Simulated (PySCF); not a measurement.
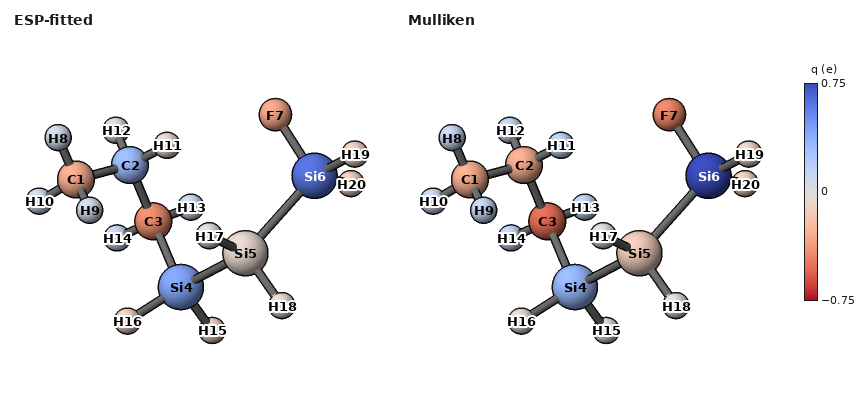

Atomic charges of one calculation by 2 schemes, on one colour scale. The computed structure is the end point of a GFN2-xTB optimisation. No frequency run is at hand to confirm it as a minimum. Level of theory: PBE0/pcSseg-1 (PySCF 2.14.0).

Question. On which atom do the schemes disagree most?

Answer. On C2 (from −0.29 to 0.30 e).

List the charges (e), one line for each set of equivalent atoms.

| atom | ESP-fitted | Mulliken |
| --- | --- | --- |
| C1 | −0.30 | −0.29 |
| C2 | 0.30 | −0.29 |
| C3 | −0.41 | −0.52 |
| Si4 | 0.41 | 0.32 |
| Si5 | −0.05 | −0.14 |
| Si6 | 0.60 | 0.74 |
| F7 | −0.32 | −0.44 |
| H8 | 0.07 | 0.12 |
| H9 | 0.06 | 0.12 |
| H10 | 0.07 | 0.11 |
| H11 | −0.04 | 0.15 |
| H12 | −0.03 | 0.12 |
| H13 | 0.09 | 0.15 |
| H14 | 0.11 | 0.14 |
| H15 | −0.13 | −0.04 |
| H16 | −0.11 | −0.03 |
| H17 | −0.03 | −0.01 |
| H18 | −0.06 | −0.02 |
| H19 | −0.11 | −0.10 |
| H20 | −0.13 | −0.11 |

The geometry is semi-empirical. Around Si such bond lengths and angles can be off by a tenth of an ångström or more and by several degrees, and values that hang on the shape move with them.
